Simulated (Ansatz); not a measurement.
The figure comes from a scan of MgF2 (rutile): volume and axial ratio are varied about the relaxed values (subscript 0). The numbers are results of PBEsol (plane waves to 420 eV, PAW, scalar-relativistic; Ansatz, an electronic-structure program), not measurements. k mesh 7×7×11 (Γ-centred), Fermi-Dirac smearing 0.05 eV. Stress and pressure are positive under compression. As the atoms are clamped, bonds stretch with the cell, which overstates energies and stresses. MgF2 was relaxed with its symmetry unable to fall. 

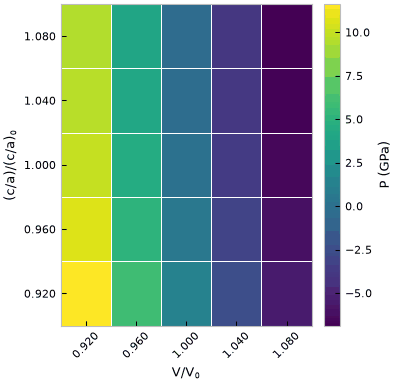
Figure. P (GPa), one tile a computed point.

Task: Read the plotted values off the figure, to the accuracy that the plot allows.

Result: To the nearest 2:

P (GPa), with V/V₀ across and (c/a)/(c/a)₀ down:

```csv
(c/a)/(c/a)₀ \ V/V₀,0.920,0.960,1.000,1.040,1.080
0.920,12,6,2,-2,-6
0.960,10,6,0,-4,-6
1.000,10,4,0,-4,-6
1.040,10,4,0,-4,-6
1.080,10,4,0,-4,-6
```

(A scan under strain: stresses follow from slopes of the energy per volume, elastic moduli from its curvatures.)
